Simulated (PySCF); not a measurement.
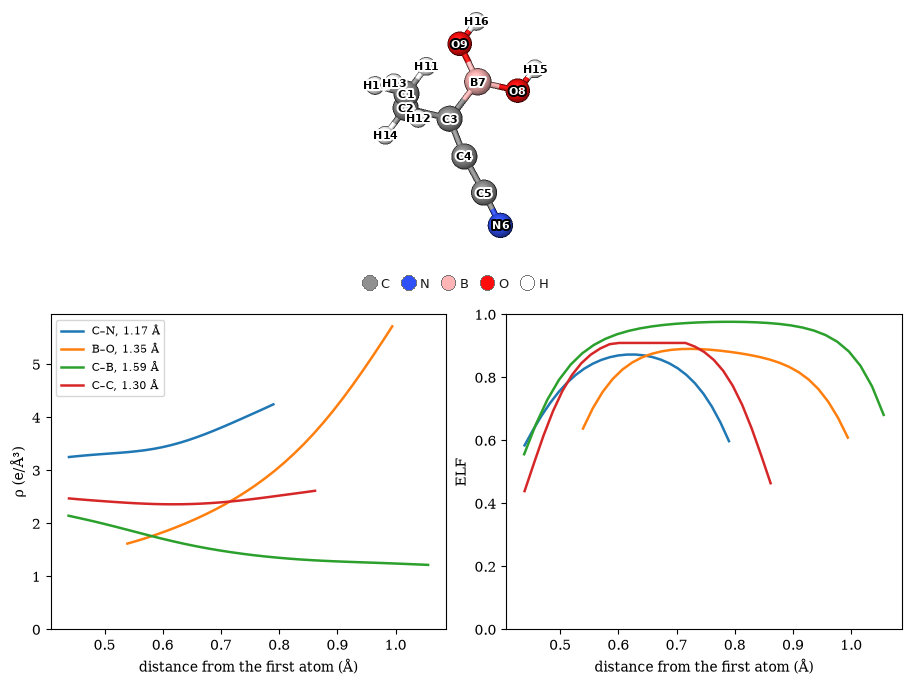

C$_{5}$H$_{7}$BNO$_{2}$ (SMILES CC/C(=[C]/C#N)B(O)O) (doublet). Electron density and electron localisation function along straight lines between neighbouring atoms. The curves leave out the atomic cores. The structure is drawn too.

Geometry: GFN2-xTB.

These are results of PySCF, UKS B3LYP, pcH-1 on B C H N O, non-relativistic, mean-field spin-orbit, GIAO, not measurements.

```yaml
atoms:
  - { symbol: C, position_ang: [-1.5050, -1.2605, -0.7802] }
  - { symbol: C, position_ang: [-1.0615, -0.6782, 0.5605] }
  - { symbol: C, position_ang: [-0.0387, 0.4188, 0.3329] }
  - { symbol: C, position_ang: [-0.3849, 1.6663, 0.2122] }
  - { symbol: C, position_ang: [-0.5617, 2.9654, 0.0641] }
  - { symbol: N, position_ang: [-0.7672, 4.1101, -0.0652] }
  - { symbol: B, position_ang: [1.4900, -0.0127, 0.2075] }
  - { symbol: O, position_ang: [2.3913, 0.9467, -0.0824] }
  - { symbol: O, position_ang: [1.7836, -1.3163, 0.4142] }
  - { symbol: H, position_ang: [-2.2296, -2.0557, -0.6199] }
  - { symbol: H, position_ang: [-0.6502, -1.6700, -1.3127] }
  - { symbol: H, position_ang: [-1.9633, -0.4895, -1.3959] }
  - { symbol: H, position_ang: [-0.6011, -1.4605, 1.1634] }
  - { symbol: H, position_ang: [-1.9254, -0.2731, 1.0895] }
  - { symbol: H, position_ang: [3.3160, 0.7040, -0.1448] }
  - { symbol: H, position_ang: [2.7001, -1.5857, 0.3453] }
```

What can be read from the curves?

Answer. C–N (1.17 Å): ρ at the midpoint is about 3.4 e/Å³; the ELF peaks at about 0.85 between the atoms (a multiple bond).
B–O (1.35 Å): ρ is about 2.2 e/Å³ halfway; the ELF peaks at about 0.90 between the atoms (a polar covalent bond).
C–B (1.59 Å): ρ is about 1.4 e/Å³ halfway; the ELF peaks at about 1 between the atoms; a shared electron pair.
C–C (1.30 Å): ρ at the midpoint is about 2.4 e/Å³; the ELF peaks at about 0.90 between the atoms: a multiple bond.
